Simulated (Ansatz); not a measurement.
# UCCSD(T)/STO-3G run of AlNH2F (SMILES [NH2][Al][F])

Aim: the energy change on altering one bond length of AlNH2F at UCCSD(T)/STO-3G, from 2 runs. 

The results are computed with Ansatz 0.2.0.

62 further runs of the same task are left out: 3 that didn't finish, 59 set aside as unsound or not needed.

## 1. The structure to begin with

AlNH2F: 5 atoms, total charge 0, spin state doublet. SMILES: `[NH2][Al][F]`. The shape is that of a PBE0-D4/def2-TZVP optimisation. This is one conformer, not always the lowest.

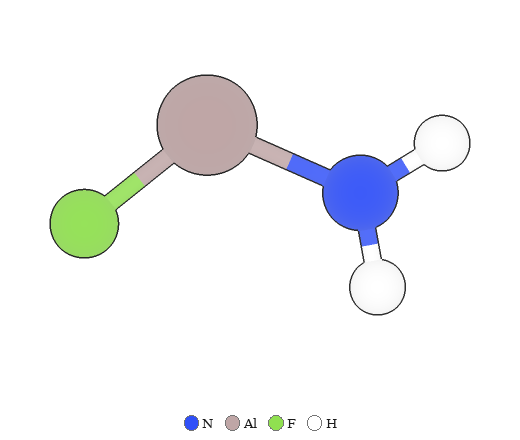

The structure, seen from a chosen angle (nitrogen blue, aluminium light grey, fluorine green, hydrogen white).

## 2. A single-point energy at UCCSD(T)/STO-3G

run.yaml reads:

```yaml
crystal:
  periodic: [false, false, false]
  atoms:
    - {symbol: "N", position_ang: [-0.384700, 0.499000, -0.263800]}
    - {symbol: Al, position_ang: [0.632000, -0.282800, 0.949500]}
    - {symbol: F, position_ang: [1.228700, -1.786800, 0.590000]}
    - {symbol: H, position_ang: [-0.804300, 1.408300, -0.162700]}
    - {symbol: H, position_ang: [-0.621700, 0.088600, -1.154400]}
basis:
  gaussian:
    orbitals: STO-3G
scf:
  omitted_lower_state_checks: [cluster_reference, increment]
accuracy: high
magnetization:
  spin_polarized: true
  initial_magnetization: 1
correlation:
  method: ccsd_t
  frozen_orbitals: {Al: 5, F: 1, H: 0, "N": 1}
```

Command:

```console
$ ansatz run run.yaml --threads 1 --pin off --max-ram 2610MiB --events-out events.jsonl --progress --plain --runs-dir runs
```

Log, cut to the lines that bear on the results:

```text
Warning: RAYON_NUM_THREADS=1 ignored (pool sized by the plan → 1); use --threads N
Functional definition: HF
  name "HF"
[...]
378 factors; integrals over basis functions are off by at most 3.4e-8 eV
[...]
mean field -10665.73507588 eV, -391.9585345439 hartree, gradient 5.6e-8 eV, S^2 0.754722; 0 other end points of the search recorded, 0 dependent functions left out
7 core orbitals not correlated: weight in the atoms' cores, before any rotation towards them, 1.000 or more for the frozen orbitals, at most 0.000 for the correlated occupied ones
reference -10665.73507588 eV, -391.9585345439 hartree; 9, 8 occupied and 5, 6 virtual orbitals, 378 factors
second order -2.08122814 eV of doubles, -0.00000000 eV of singles
cycle   1  -2.35747741 eV  change   -2.8e-1 eV  update   8.1e-2
[...]
cycle  23  -2.62866325 eV  change   -1.4e-9 eV  update   1.8e-9
perturbative correction -0.12332022 eV, -0.0045319345 hartree
Total energy: -10668.48705935 eV, -392.0596680710 hartree
Checks for a lower state left out: cluster_reference, increment
```

It took 0.3 s on 1 thread of Arm Neoverse V1, shared host.

## 3. The distorted shape, same level

input.yaml reads:

```yaml
crystal:
  periodic: [false, false, false]
  atoms:
    - {symbol: N, position_ang: [-0.325439, 0.601618, -0.041110]}
    - {symbol: Al, position_ang: [0.691261, -0.180182, 1.172190]}
    - {symbol: F, position_ang: [1.287961, -1.684182, 0.812690]}
    - {symbol: H, position_ang: [-0.745039, 1.510918, 0.059990]}
    - {symbol: H, position_ang: [-0.621700, 0.088600, -1.154400]}
basis:
  gaussian: {orbitals: STO-3G}
magnetization: {spin_polarized: true, initial_magnetization: 1}
correlation: {method: ccsd_t, frozen_orbitals: {Al: 5, F: 1, H: 0, "N": 1}}
accuracy: high
scf: {omitted_lower_state_checks: [cluster_reference, increment]}
```

Command:

```console
$ ansatz run input.yaml --threads 1 --pin off --max-ram 2610MiB --events-out events.jsonl --progress --plain --runs-dir runs
```

Log, cut to the lines that bear on the results:

```text
Warning: RAYON_NUM_THREADS=1 ignored (pool sized by the plan → 1); use --threads N
[... 2 set-up lines as earlier in the session ...]
[...]
378 factors; integrals over basis functions are off by at most 4.4e-8 eV
[...]
mean field -10664.60905618 eV, -391.9171540830 hartree, gradient 9.2e-8 eV, S^2 0.756905; 0 other end points of the search recorded, 0 dependent functions left out
7 core orbitals not correlated: weight in the atoms' cores, before any rotation towards them, 1.000 or more for the frozen orbitals, at most 0.000 for the correlated occupied ones
reference -10664.60905618 eV, -391.9171540830 hartree; 9, 8 occupied and 5, 6 virtual orbitals, 378 factors
second order -2.35287652 eV of doubles, -0.00000000 eV of singles
cycle   1  -2.69173782 eV  change   -3.4e-1 eV  update   8.8e-2
[...]
cycle  25  -3.02958574 eV  change  -1.2e-10 eV  update   1.2e-9
perturbative correction -0.13300459 eV, -0.0048878286 hartree
Total energy: -10667.77164651 eV, -392.0333771339 hartree
Checks for a lower state left out: cluster_reference, increment
```

Run time: 0.32 s. Hardware: 1 thread of Arm Neoverse V1, shared host.

## 4. Summary of results

At UCCSD(T)/STO-3G, 7 core orbitals frozen:

| quantity | value |
| --- | --- |
| first shape: total energy | -392.05967 Eh |
| first shape: correlation energy (7 core orbitals frozen) | -101.1 mEh |
| first shape: (T) correction | -4.53 mEh |
| first shape: ⟨S²⟩ of the reference determinant | 0.755 |
| first shape: T1 diagnostic | 0.018 |
| distorted shape: total energy | -392.03338 Eh |
| distorted shape: correlation energy (7 core orbitals frozen) | -116.2 mEh |
| distorted shape: (T) correction | -4.89 mEh |
| distorted shape: ⟨S²⟩ of the reference determinant | 0.757 |
| distorted shape: T1 diagnostic | 0.019 |
| energy change with the N1–H5 bond stretched from 1.009 to 1.261 Å | 0.715 eV |

In words: With the N1–H5 bond stretched from 1.009 to 1.261 Å the energy rises by 0.72 eV (69.0 kJ/mol). The first shape isn't relaxed at this level, so the change isn't measured from a minimum. The minimal basis adds a large error of its own. The triples (first shape) make up 4.5 % of the correlation energy. The triples (distorted shape) make up 4.2 % of the correlation energy.
